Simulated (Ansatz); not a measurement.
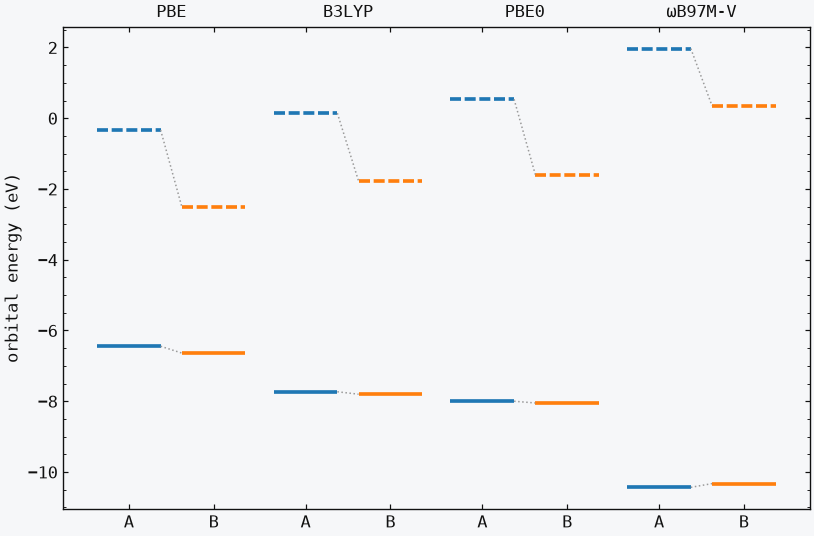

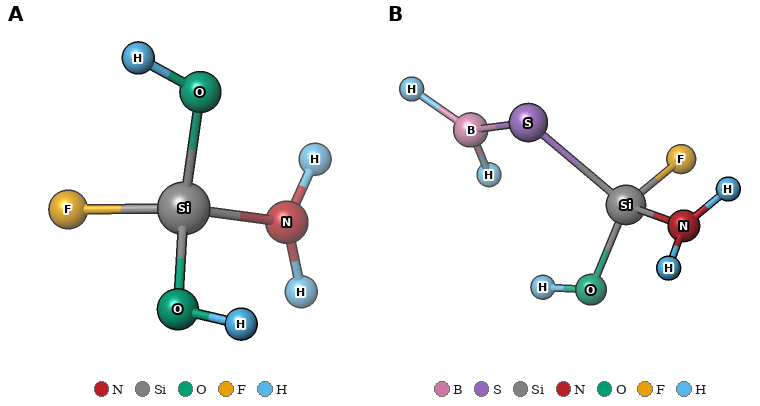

One change: A, SiNH₄O₂F (SMILES N[Si](O)(O)F), becomes B, BSiNH₅SOF (SMILES BS[Si@@](N)(O)F). OH on Si is replaced by BH₂S (bound through S). HOMO (solid) and LUMO (dashed) computed in def2-TZVPP at PBE0-D4/def2-TZVP geometries, both minima by their frequencies, gas phase, the Ansatz code 0.2.0. Empty levels above zero depend strongly on the basis.

What does the change do to HOMO and LUMO?

Answer. PBE: the HOMO falls by 0.19 eV, the LUMO falls by 2.17 eV, and the separation goes from 6.11 to 4.13 eV. B3LYP: the HOMO falls by 0.07 eV, the LUMO falls by 1.92 eV, and the separation goes from 7.88 to 6.03 eV. PBE0: the HOMO falls by 0.05 eV, the LUMO falls by 2.13 eV, and the separation goes from 8.54 to 6.46 eV. ωB97M-V: the HOMO rises by 0.10 eV, the LUMO falls by 1.62 eV, and the separation goes from 12.40 to 10.68 eV.

Do the functionals agree on the effect?

Answer. Not on every direction; the HOMO shift lies between −0.19 and 0.10 eV and the LUMO shift between −2.17 and −1.62 eV, while the separations themselves differ by up to 6.5 eV between functionals.

Caveats: one conformer of each flexible molecule.
